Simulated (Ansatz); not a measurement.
## Electronic structure of CH$_{8}$B$_{2}$Si (SMILES BBC[SiH3]) in real space

Input file:

```
crystal:
  periodic: [false, false, false]
  atoms:
    - {symbol: B, position_ang: [-1.691478, 1.371311, 0.168337]}
    - {symbol: B, position_ang: [-0.267472, 0.778048, 0.731009]}
    - {symbol: C, position_ang: [0.228532, -0.685545, 0.733836]}
    - {symbol: Si, position_ang: [1.153458, -0.950272, -0.895689]}
    - {symbol: H, position_ang: [-1.851320, 1.694375, -0.977134]}
    - {symbol: H, position_ang: [-2.625015, 1.568068, 0.897957]}
    - {symbol: H, position_ang: [0.506877, 1.617242, 1.130080]}
    - {symbol: H, position_ang: [-0.555810, -1.448339, 0.739089]}
    - {symbol: H, position_ang: [0.964192, -0.904489, 1.513768]}
    - {symbol: H, position_ang: [2.233952, 0.055827, -1.065571]}
    - {symbol: H, position_ang: [1.762075, -2.306626, -0.895541]}
    - {symbol: H, position_ang: [0.219109, -0.844698, -2.046240]}
basis:
  gaussian: {orbitals: def2-TZVPP}
hamiltonian: {xc: pbe0, dispersion: d4}
output: {orbitals: {seedname: orbitals}}
```

Run with:

```sh
ansatz run in.yaml --threads 2 --pin off --events-out ev --progress --plain --max-ram 4352MiB
```

Geometry: PBE0-D4/def2-TZVP.

The calculation used RKS PBE0-D4/def2-TZVPP in Ansatz.

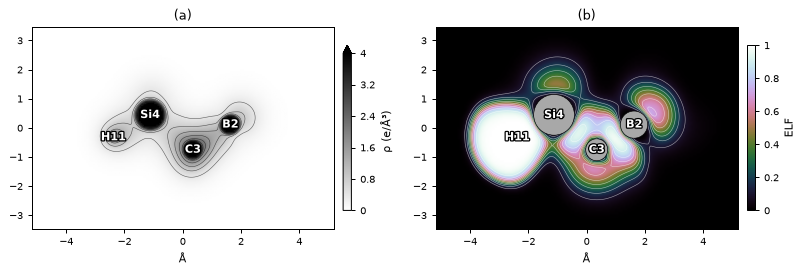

Figure 1. (a) electron density; (b) ELF on the plane of atoms B2, C3 and Si4. Grey discs cover the atomic cores in the ELF map.

**Interpret the plot.**

The section cuts through B, C, Si and H sites. C–B (1.55 Å): ρ is about 1.4 e/Å³ halfway; the ELF peaks at about 0.95 between the atoms: localised, covalent bonding. C–Si (1.89 Å): ρ at the midpoint is about 0.88 e/Å³; the ELF peaks at about 0.95 between the atoms: a covalent bond. Si–H (1.49 Å): ρ is about 0.81 e/Å³ halfway; the ELF climbs to about 1 towards the hydrogen, as it does in any bond to H.

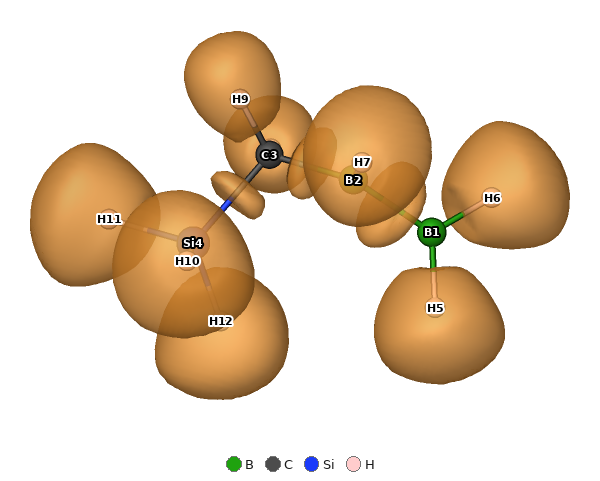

Figure 2. Isosurface of the electron localisation function at 0.85 (orange), seen across its widest extent. Only the valence region is drawn (cores and ρ < 0.01 e/Å³ removed).

**What do the ELF domains correspond to?**

The surface consists of one region between bonded B–B atoms (shared pairs), one region between bonded B–C atoms (shared pairs), one region between bonded C–Si atoms (shared pairs) and eight regions around hydrogen nuclei. Along the contacts the grid gives the following. B–B (1.64 Å): the ELF peaks at about 1 between the atoms (a covalent bond).

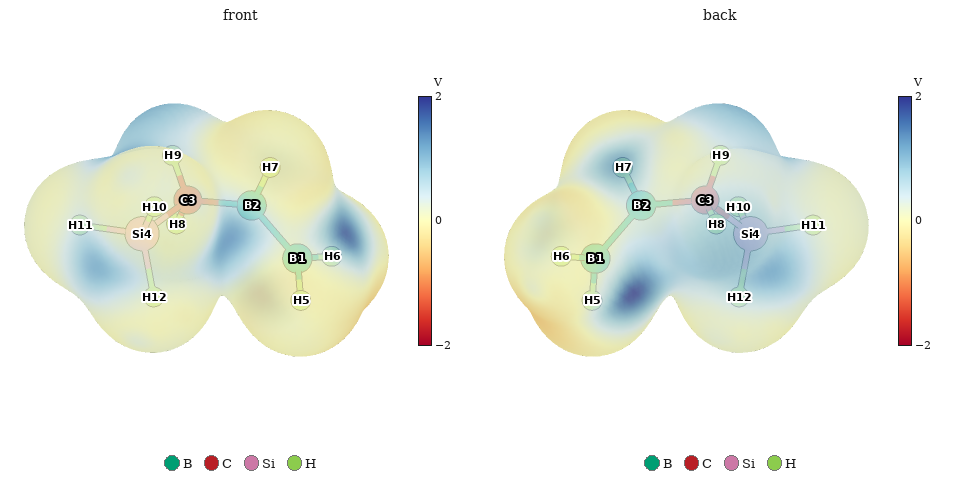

Figure 3. The molecular electrostatic potential painted on the density surface at 0.002 e/bohr³, seen from the front and from behind; red is negative and blue positive.

**Where is the surface potential most negative and most positive?**

The most negative region (about −0.4 V) lies over H6, the most positive (about +1.7 V) over B1.
